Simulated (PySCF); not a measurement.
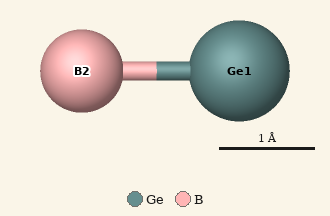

The starting structure (ball-and-stick view, seen on its broad side; atoms are numbered from 1 in the order of the input). Sticks mark near contacts.

**GeB (charge +1): geometry relaxation (part 1 of 3)**

- system: GeB, charge +1, multiplicity 3
- method: UHF/x2c-svpall, optimize (PySCF 2.14.0)

Figures and captions count atoms from 1; the log counts them from 0 in places.

## Input
```python
from pyscf import gto, scf
from pyscf.geomopt.geometric_solver import optimize

mol = gto.M(
    atom='Ge 0 0 0; B 0 0 1.66',
    basis='x2c-svpall',
    charge=1,
    spin=2,
    symmetry=True,
    verbose=4,
)
mf = scf.UHF(mol)
mf = mf.sfx2c1e()
mf.kernel()
mol_eq = optimize(mf, maxsteps=30)
print('optimised geometry (angstrom)')
print(mol_eq.tostring('raw'))
print('orbital energies (hartree):', [e[max(0, n-3):n+3].round(4) for e, n in zip(mf.mo_energy, mol.nelec)])
```

Launched with:
```bash
OMP_NUM_THREADS=1 python input.py
```

## Log
```
PySCF version 2.14.0

[INPUT] verbose = 4
[INPUT] num. atoms = 2
[INPUT] num. electrons = 36
[INPUT] charge = 1
[INPUT] spin (= nelec alpha-beta = 2S) = 2
[INPUT] symmetry True subgroup None
[INPUT] Mole.unit = angstrom
[INPUT] Symbol           X                Y                Z      unit          X                Y                Z       unit  Magmom
[INPUT]  1 Ge     0.000000000000   0.000000000000   0.000000000000 AA    0.000000000000   0.000000000000   0.000000000000 Bohr   0.0
[INPUT]  2 B      0.000000000000   0.000000000000   1.660000000000 AA    0.000000000000   0.000000000000   3.136945366778 Bohr   0.0

nuclear repulsion = 51.0050323778313
point group symmetry = Coov
symmetry origin: [0.         0.         0.42391154]
symmetry axis x: [1. 0. 0.]
symmetry axis y: [0. 1. 0.]
symmetry axis z: [0. 0. 1.]
num. orbitals of irrep A1 = 18
num. orbitals of irrep E1x = 10
num. orbitals of irrep E1y = 10
num. orbitals of irrep E2x = 4
num. orbitals of irrep E2y = 4
number of shells = 6
number of NR pGTOs = 98
number of NR cGTOs = 46
basis = x2c-svpall
ecp = {}

******** <class 'pyscf.x2c.sfx2c1e.sfX2C1eSymAdaptedUHF'> ********
method = sfX2C1eSymAdaptedUHF
initial guess = minao
damping factor = 0
level_shift factor = 0
DIIS = <class 'pyscf.scf.diis.CDIIS'>
diis_start_cycle = 1
diis_space = 8
diis_damp = 0
SCF conv_tol = 1e-09
SCF conv_tol_grad = None
SCF max_cycles = 50
direct_scf = True
direct_scf_tol = 1e-13
number electrons alpha = 19  beta = 17

******** <class 'pyscf.x2c.sfx2c1e.SpinFreeX2CHelper'> ********
approx = 1e
xuncontract = 1
Freeze 0 electrons in irreps []
    36 free electrons in irreps A1 E1x E1y E2x E2y
Set gradient conv threshold to 3.16228e-05
init E= -2121.4875149108
alpha HOMO (E1x) = -0.150928936294953  LUMO (A1) = -0.0716579513601259
beta  HOMO (A1) = -0.343465399984363  LUMO (E1x) = -0.150928936294953

WARN: HOMO -0.150928936294953 >= LUMO -0.150928936294953

WARN: alpha-E1x HOMO -0.150928936294953 > system LUMO -0.150928936294953

WARN: alpha-E1y HOMO -0.150928936294953 > system LUMO -0.150928936294953

WARN: beta-E1x LUMO -0.150928936294953 < system HOMO -0.150928936294953

WARN: beta-E1y LUMO -0.150928936294953 < system HOMO -0.150928936294953

cycle= 1 E= -2120.82498754313  delta_E= 0.663  |g|= 0.265  |ddm|= 1.12
alpha HOMO (E1x) = -0.682774018747021  LUMO (A1) = -0.36760132266131
beta  HOMO (A1) = -0.678055803353762  LUMO (A1) = -0.34226674819876
  HOMO = -0.678055803354  LUMO = -0.367601322661  gap/eV = 8.44790
cycle= 2 E= -2120.89033847101  delta_E= -0.0654  |g|= 0.127  |ddm|= 0.584
alpha HOMO (E1x) = -0.639977358483081  LUMO (A1) = -0.303992915486892
beta  HOMO (A1) = -0.636903799128034  LUMO (A1) = -0.28397732925235
  HOMO = -0.636903799128  LUMO = -0.303992915487  gap/eV = 9.05897
cycle= 3 E= -2120.89904999643  delta_E= -0.00871  |g|= 0.0369  |ddm|= 0.166
alpha HOMO (E1x) = -0.634220337849664  LUMO (A1) = -0.288001679863895
beta  HOMO (A1) = -0.623117302171063  LUMO (A1) = -0.269722250765981
  HOMO = -0.623117302171  LUMO = -0.288001679864  gap/eV = 9.11896
cycle= 4 E= -2120.9030752677  delta_E= -0.00403  |g|= 0.0248  |ddm|= 0.106
alpha HOMO (E1x) = -0.638923140420804  LUMO (A1) = -0.284861981022728
beta  HOMO (A1) = -0.624135688632888  LUMO (A1) = -0.261596467964305
  HOMO = -0.624135688633  LUMO = -0.284861981023  gap/eV = 9.23211
cycle= 5 E= -2120.90673251981  delta_E= -0.00366  |g|= 0.0206  |ddm|= 0.121
alpha HOMO (E1x) = -0.640410083978454  LUMO (A1) = -0.285650973510637
beta  HOMO (A1) = -0.626042293885101  LUMO (A1) = -0.254538898048769
  HOMO = -0.626042293885  LUMO = -0.285650973511  gap/eV = 9.26252
cycle= 6 E= -2120.90930777627  delta_E= -0.00258  |g|= 0.0204  |ddm|= 0.0873
alpha HOMO (E1x) = -0.640044159804031  LUMO (A1) = -0.285750305354401
beta  HOMO (A1) = -0.626527149406021  LUMO (A1) = -0.25243219514173
  HOMO = -0.626527149406  LUMO = -0.285750305354  gap/eV = 9.27301
cycle= 7 E= -2120.90997533773  delta_E= -0.000668  |g|= 0.0208  |ddm|= 0.0222
alpha HOMO (E1x) = -0.640418672365412  LUMO (A1) = -0.281531577624276
beta  HOMO (A1) = -0.625616785799638  LUMO (A1) = -0.257441526909456
  HOMO = -0.6256167858  LUMO = -0.281531577624  gap/eV = 9.36304
cycle= 8 E= -2120.9071997453  delta_E= 0.00278  |g|= 0.0177  |ddm|= 0.106
alpha HOMO (E1x) = -0.639135072390881  LUMO (A1) = -0.255145213577252
beta  HOMO (A1) = -0.628768181899811  LUMO (A1) = -0.263663524153586
  HOMO = -0.6287681819  LUMO = -0.263663524154  gap/eV = 9.93500
cycle= 9 E= -2120.90275030871  delta_E= 0.00445  |g|= 0.0141  |ddm|= 0.337
alpha HOMO (E1x) = -0.637550061853292  LUMO (A1) = -0.259993810142193
beta  HOMO (A1) = -0.623976941021185  LUMO (A1) = -0.27018246201434
  HOMO = -0.623976941021  LUMO = -0.270182462014  gap/eV = 9.62724
cycle= 10 E= -2120.90293194054  delta_E= -0.000182  |g|= 0.00606  |ddm|= 0.0482
alpha HOMO (E1x) = -0.636525662101617  LUMO (A1) = -0.265697628793567
beta  HOMO (A1) = -0.614328559185556  LUMO (A1) = -0.27894037479975
  HOMO = -0.614328559186  LUMO = -0.2789403748  gap/eV = 9.12638
cycle= 11 E= -2120.9029837921  delta_E= -5.19e-05  |g|= 0.00399  |ddm|= 0.0363
alpha HOMO (E1x) = -0.636764411075989  LUMO (A1) = -0.262499041270524
beta  HOMO (A1) = -0.617917334201679  LUMO (A1) = -0.275249902553864
  HOMO = -0.617917334202  LUMO = -0.275249902554  gap/eV = 9.32446
cycle= 12 E= -2120.90300572441  delta_E= -2.19e-05  |g|= 0.00087  |ddm|= 0.0186
alpha HOMO (E1x) = -0.636695125971527  LUMO (A1) = -0.260948399961274
beta  HOMO (A1) = -0.618776526980318  LUMO (A1) = -0.274713725518254
  HOMO = -0.61877652698  LUMO = -0.274713725518  gap/eV = 9.36243
cycle= 13 E= -2120.90300582063  delta_E= -9.62e-08  |g|= 0.000615  |ddm|= 0.0168
alpha HOMO (E1x) = -0.636643395540915  LUMO (A1) = -0.261666652326058
beta  HOMO (A1) = -0.617866156327517  LUMO (A1) = -0.275417044733009
  HOMO = -0.617866156328  LUMO = -0.275417044733  gap/eV = 9.31851
cycle= 14 E= -2120.90300466922  delta_E= 1.15e-06  |g|= 0.000227  |ddm|= 0.00631
alpha HOMO (E1x) = -0.636692181299469  LUMO (A1) = -0.261597323932068
beta  HOMO (A1) = -0.618021177749955  LUMO (A1) = -0.275204385685903
  HOMO = -0.61802117775  LUMO = -0.275204385686  gap/eV = 9.32852
cycle= 15 E= -2120.90300473462  delta_E= -6.54e-08  |g|= 1.73e-05  |ddm|= 0.0014
alpha HOMO (E1x) = -0.636692598178575  LUMO (A1) = -0.26158567995487
beta  HOMO (A1) = -0.618037879427974  LUMO (A1) = -0.275185239286698
  HOMO = -0.618037879428  LUMO = -0.275185239287  gap/eV = 9.32950
cycle= 16 E= -2120.90300473536  delta_E= -7.44e-10  |g|= 5.91e-06  |ddm|= 0.000146
alpha HOMO (E1x) = -0.636691958335989  LUMO (A1) = -0.261586522415504
beta  HOMO (A1) = -0.618034771602122  LUMO (A1) = -0.275187921355483
  HOMO = -0.618034771602  LUMO = -0.275187921355  gap/eV = 9.32934
Extra cycle  E= -2120.90300473539  delta_E= -2.59e-11  |g|= 3.22e-06  |ddm|= 1.7e-05
converged SCF energy = -2120.90300473539  <S^2> = 2.1030766  2S+1 = 3.0679482
Create scanner for <class 'pyscf.grad.uhf.Gradients'>
Create scanner for <class 'pyscf.x2c.sfx2c1e.sfX2C1eSymAdaptedUHF'>
input.py

Current date and time:

#|     Arguments passed to driver run_optimizer():      |#
customengine              <pyscf.geomopt.geometric_solver.PySCFEngine object>
logIni                    [file]
maxiter                   30
----------------------------------------------------------
Custom engine selected.
Bonds will be generated from interatomic distances less than 1.20 times sum of covalent radii
6 internal coordinates being used (instead of 6 Cartesians)
Internal coordinate system (atoms numbered from 1):
Distance 1-2
Translation-X 1-2
Translation-Y 1-2
Translation-Z 1-2
Rotation-A 1-2
Rotation-B 1-2
Rotation-C 1-2
<class 'geometric.internal.Distance'> : 1
<class 'geometric.internal.TranslationX'> : 1
<class 'geometric.internal.TranslationY'> : 1
<class 'geometric.internal.TranslationZ'> : 1
<class 'geometric.internal.RotationA'> : 1
<class 'geometric.internal.RotationB'> : 1
<class 'geometric.internal.RotationC'> : 1
> ===== Optimization Info: ====
> Job type: Energy minimization
> Maximum number of optimization cycles: 30
> Initial / maximum trust radius (Angstrom): 0.100 / 0.300
> Convergence Criteria:
> Will converge when all 5 criteria are reached:
>  |Delta-E| < 1.00e-06
>  RMS-Grad  < 3.00e-04
>  Max-Grad  < 4.50e-04
>  RMS-Disp  < 1.20e-03
>  Max-Disp  < 1.80e-03
> === End Optimization Info ===

Geometry optimization cycle 1
Cartesian coordinates (Angstrom)
 Atom        New coordinates             dX        dY        dZ
  Ge   0.000000   0.000000   0.000000    0.000000  0.000000  0.000000
   B   0.000000   0.000000   1.660000    0.000000  0.000000  0.000000

WARN: Mole.unit (angstrom) is changed to Bohr

New geometry
   1 Ge     0.000000000000   0.000000000000   0.000000000000 AA    0.000000000000   0.000000000000   0.000000000000 Bohr
   2 B      0.000000000000   0.000000000000   1.660000000000 AA    0.000000000000   0.000000000000   3.136945366778 Bohr

******** <class 'pyscf.scf.hf.sfX2C1eSymAdaptedUHF_Scanner'> ********
method = sfX2C1eSymAdaptedUHF_Scanner
initial guess = minao
damping factor = 0
level_shift factor = 0
DIIS = <class 'pyscf.scf.diis.CDIIS'>
diis_start_cycle = 1
diis_space = 8
diis_damp = 0
SCF conv_tol = 1e-09
SCF conv_tol_grad = None
SCF max_cycles = 50
direct_scf = True
direct_scf_tol = 1e-13
number electrons alpha = 19  beta = 17

******** <class 'pyscf.x2c.sfx2c1e.SpinFreeX2CHelper'> ********
approx = 1e
xuncontract = 1
Freeze 0 electrons in irreps []
    36 free electrons in irreps A1 E1x E1y E2x E2y
Set gradient conv threshold to 3.16228e-05
init E= -2120.90300473539
alpha HOMO (E1x) = -0.636692266480625  LUMO (A1) = -0.261587714743563
beta  HOMO (A1) = -0.618034838937852  LUMO (A1) = -0.275188408086192
  HOMO = -0.618034838938  LUMO = -0.275188408086  gap/eV = 9.32933
cycle= 1 E= -2120.9030047354  delta_E= -7.28e-12  |g|= 2.25e-06  |ddm|= 8.04e-06
alpha HOMO (E1x) = -0.636692057803233  LUMO (A1) = -0.261587175956927
beta  HOMO (A1) = -0.618034804231554  LUMO (A1) = -0.275188270487149
  HOMO = -0.618034804232  LUMO = -0.275188270487  gap/eV = 9.32933
Extra cycle  E= -2120.9030047354  delta_E= -1.82e-12  |g|= 1.49e-06  |ddm|= 4.97e-06
converged SCF energy = -2120.9030047354  <S^2> = 2.1030785  2S+1 = 3.0679495

******** <class 'pyscf.grad.rhf.Gradients_Scanner'> for <class 'pyscf.scf.hf.sfX2C1eSymAdaptedUHF_Scanner'> ********
unit = Eh/Bohr
--------------- sfX2C1eSymAdaptedUHF_Scanner gradients ---------------
         x                y                z
0 Ge     0.0000000000     0.0000000000     0.1952549535
1 B     0.0000000000     0.0000000000    -0.1952549535
----------------------------------------------
cycle 1: E = -2120.90300474  dE = -2120.9  norm(grad) = 0.276132
Step    0 : Gradient = 1.953e-01/1.953e-01 (rms/max) Energy = -2120.9030047354
Hessian Eigenvalues: 5.00000e-02 5.00000e-02 5.00000e-02 ... 5.00000e-02 5.00000e-02 4.11695e-01

Geometry optimization cycle 2
Cartesian coordinates (Angstrom)
 Atom        New coordinates             dX        dY        dZ
  Ge   0.000000   0.000000  -0.100000    0.000000  0.000000 -0.100000
   B   0.000000   0.000000   1.760000    0.000000  0.000000  0.100000
New geometry
   1 Ge     0.000000000000   0.000000000000  -0.100000000003 AA    0.000000000000   0.000000000000  -0.188972612463 Bohr
   2 B      0.000000000000   0.000000000000   1.760000000003 AA    0.000000000000   0.000000000000   3.325917979241 Bohr

******** <class 'pyscf.scf.hf.sfX2C1eSymAdaptedUHF_Scanner'> ********
method = sfX2C1eSymAdaptedUHF_Scanner
initial guess = minao
damping factor = 0
level_shift factor = 0
DIIS = <class 'pyscf.scf.diis.CDIIS'>
diis_start_cycle = 1
diis_space = 8
diis_damp = 0
SCF conv_tol = 1e-09
SCF conv_tol_grad = None
SCF max_cycles = 50
direct_scf = True
direct_scf_tol = 1e-13
number electrons alpha = 19  beta = 17

******** <class 'pyscf.x2c.sfx2c1e.SpinFreeX2CHelper'> ********
approx = 1e
xuncontract = 1
Freeze 0 electrons in irreps []
    36 free electrons in irreps A1 E1x E1y E2x E2y
Set gradient conv threshold to 3.16228e-05
init E= -2120.84939661193
alpha HOMO (E1x) = -0.611730708381446  LUMO (A1) = -0.293595409832875
beta  HOMO (A1) = -0.664155552720112  LUMO (A1) = -0.306361417051832
  HOMO = -0.611730708381  LUMO = -0.306361417052  gap/eV = 8.30952
cycle= 1 E= -2120.94395083586  delta_E= -0.0946  |g|= 0.0308  |ddm|= 0.166
alpha HOMO (E1x) = -0.588574378471598  LUMO (A1) = -0.257234115771074
beta  HOMO (A1) = -0.625869564932615  LUMO (A1) = -0.268827760195523
  HOMO = -0.588574378472  LUMO = -0.268827760196  gap/eV = 8.70075
cycle= 2 E= -2120.94505676318  delta_E= -0.00111  |g|= 0.0115  |ddm|= 0.0569
alpha HOMO (E1x) = -0.595307975357116  LUMO (A1) = -0.26578655750974
beta  HOMO (A1) = -0.632532439546628  LUMO (A1) = -0.274671453217512
  HOMO = -0.595307975357  LUMO = -0.274671453218  gap/eV = 8.72496
cycle= 3 E= -2120.94524148793  delta_E= -0.000185  |g|= 0.00584  |ddm|= 0.031
alpha HOMO (E1x) = -0.595447871599511  LUMO (A1) = -0.265660203652384
beta  HOMO (A1) = -0.634138181372497  LUMO (A1) = -0.274295150951559
  HOMO = -0.5954478716  LUMO = -0.274295150952  gap/eV = 8.73901
cycle= 4 E= -2120.94535610942  delta_E= -0.000115  |g|= 0.00481  |ddm|= 0.0215
alpha HOMO (E1x) = -0.595352385078435  LUMO (A1) = -0.266561407880914
beta  HOMO (A1) = -0.634585186558771  LUMO (A1) = -0.274111438933463
  HOMO = -0.595352385078  LUMO = -0.274111438933  gap/eV = 8.74141
cycle= 5 E= -2120.94543170302  delta_E= -7.56e-05  |g|= 0.00421  |ddm|= 0.0152
alpha HOMO (E1x) = -0.595414041872834  LUMO (A1) = -0.267306686202695
beta  HOMO (A1) = -0.634710997170188  LUMO (A1) = -0.273997418935609
  HOMO = -0.595414041873  LUMO = -0.273997418936  gap/eV = 8.74619
cycle= 6 E= -2120.94549104211  delta_E= -5.93e-05  |g|= 0.00432  |ddm|= 0.0108
alpha HOMO (E1x) = -0.595300624748748  LUMO (A1) = -0.266511633926356
beta  HOMO (A1) = -0.634913242082623  LUMO (A1) = -0.274257415991458
  HOMO = -0.595300624749  LUMO = -0.274257415991  gap/eV = 8.73603
cycle= 7 E= -2120.9454147885  delta_E= 7.63e-05  |g|= 0.00395  |ddm|= 0.0133
alpha HOMO (E1x) = -0.594815816774134  LUMO (A1) = -0.263144311304861
beta  HOMO (A1) = -0.637622265394215  LUMO (A1) = -0.275377032798604
  HOMO = -0.594815816774  LUMO = -0.275377032799  gap/eV = 8.69237
cycle= 8 E= -2120.9452184805  delta_E= 0.000196  |g|= 0.00176  |ddm|= 0.0607
alpha HOMO (E1x) = -0.594782621006079  LUMO (A1) = -0.262481571590536
beta  HOMO (A1) = -0.637934976884286  LUMO (A1) = -0.277096945142512
  HOMO = -0.594782621006  LUMO = -0.277096945143  gap/eV = 8.64467
cycle= 9 E= -2120.94521065683  delta_E= 7.82e-06  |g|= 0.000628  |ddm|= 0.0254
alpha HOMO (E1x) = -0.594794904414495  LUMO (A1) = -0.262521596970491
beta  HOMO (A1) = -0.637950056608567  LUMO (A1) = -0.27729037467112
  HOMO = -0.594794904414  LUMO = -0.277290374671  gap/eV = 8.63974
cycle= 10 E= -2120.94521231738  delta_E= -1.66e-06  |g|= 0.000274  |ddm|= 0.00299
alpha HOMO (E1x) = -0.594730358988385  LUMO (A1) = -0.262572598516758
beta  HOMO (A1) = -0.637844424967339  LUMO (A1) = -0.277308940404849
  HOMO = -0.594730358988  LUMO = -0.277308940405  gap/eV = 8.63748
cycle= 11 E= -2120.94521263144  delta_E= -3.14e-07  |g|= 6.83e-05  |ddm|= 0.00149
alpha HOMO (E1x) = -0.594728261299023  LUMO (A1) = -0.262604124044247
beta  HOMO (A1) = -0.637805384075176  LUMO (A1) = -0.277343824927199
  HOMO = -0.594728261299  LUMO = -0.277343824927  gap/eV = 8.63647
cycle= 12 E= -2120.9452126461  delta_E= -1.47e-08  |g|= 1.84e-05  |ddm|= 0.000376
alpha HOMO (E1x) = -0.594728586088594  LUMO (A1) = -0.262615704242495
beta  HOMO (A1) = -0.637815503128949  LUMO (A1) = -0.277337465518274
  HOMO = -0.594728586089  LUMO = -0.277337465518  gap/eV = 8.63665
cycle= 13 E= -2120.94521264683  delta_E= -7.33e-10  |g|= 5.84e-06  |ddm|= 0.000104
alpha HOMO (E1x) = -0.594727764431417  LUMO (A1) = -0.262614080439034
beta  HOMO (A1) = -0.637814156650863  LUMO (A1) = -0.277338473979527
  HOMO = -0.594727764431  LUMO = -0.27733847398  gap/eV = 8.63660
Extra cycle  E= -2120.94521264685  delta_E= -2.68e-11  |g|= 3.62e-06  |ddm|= 1.34e-05
converged SCF energy = -2120.94521264685  <S^2> = 2.1212822  2S+1 = 3.0797936

******** <class 'pyscf.grad.rhf.Gradients_Scanner'> for <class 'pyscf.scf.hf.sfX2C1eSymAdaptedUHF_Scanner'> ********
unit = Eh/Bohr
--------------- sfX2C1eSymAdaptedUHF_Scanner gradients ---------------
         x                y                z
0 Ge     0.0000000000     0.0000000000     0.0477930458
1 B     0.0000000000     0.0000000000    -0.0477930458
----------------------------------------------
cycle 2: E = -2120.94521265  dE = -0.0422079  norm(grad) = 0.0675896
Step    1 : Displace = 1.000e-01/1.000e-01 (rms/max) Trust = 1.000e-01 (=) Grad = 4.779e-02/4.779e-02 (rms/max) E (change) = -2120.9452126469 (-4.221e-02) Quality = 0.951
Hessian Eigenvalues: 5.00000e-02 5.00000e-02 5.00000e-02 ... 5.00000e-02 5.00000e-02 3.90167e-01

Geometry optimization cycle 3
Cartesian coordinates (Angstrom)
 Atom        New coordinates             dX        dY        dZ
  Ge   0.000000   0.000000  -0.132410    0.000000  0.000000 -0.032410
   B   0.000000   0.000000   1.792410    0.000000  0.000000  0.032410
New geometry
   1 Ge     0.000000000000   0.000000000000  -0.132410435016 AA    0.000000000000   0.000000000000  -0.250219458215 Bohr
   2 B      0.000000000000   0.000000000000   1.792410435017 AA    0.000000000000   0.000000000000   3.387164824994 Bohr

******** <class 'pyscf.scf.hf.sfX2C1eSymAdaptedUHF_Scanner'> ********
method = sfX2C1eSymAdaptedUHF_Scanner
initial guess = minao
damping factor = 0
level_shift factor = 0
DIIS = <class 'pyscf.scf.diis.CDIIS'>
diis_start_cycle = 1
diis_space = 8
diis_damp = 0
SCF conv_tol = 1e-09
SCF conv_tol_grad = None
SCF max_cycles = 50
direct_scf = True
direct_scf_tol = 1e-13
number electrons alpha = 19  beta = 17
```
